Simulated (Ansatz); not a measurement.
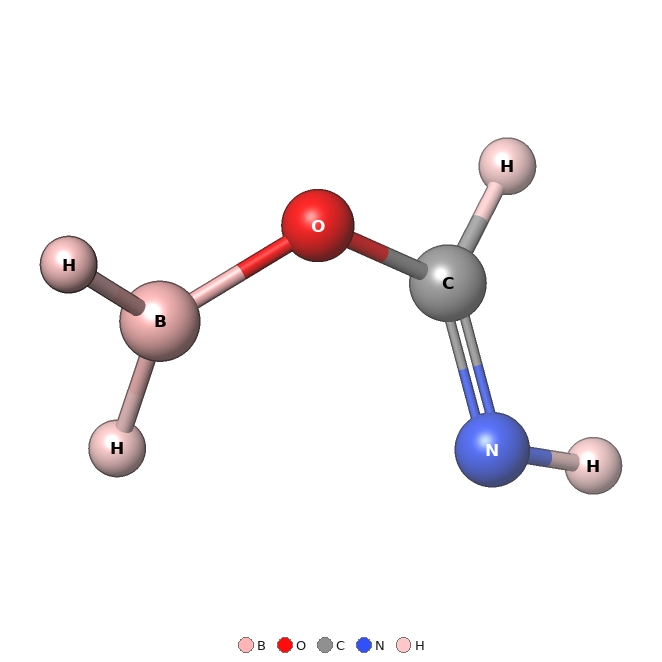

Depth is shown by fading: the farther an atom, the more it takes the colour of the background. Computed geometry: PBE0-D4/def2-TZVP optimisation.

List the symmetry elements and name the point group.

Answer. It has no symmetry element but the identity, so the point group is C1. The group has 1 operation. The geometry is chiral, and symmetry allows a dipole moment.
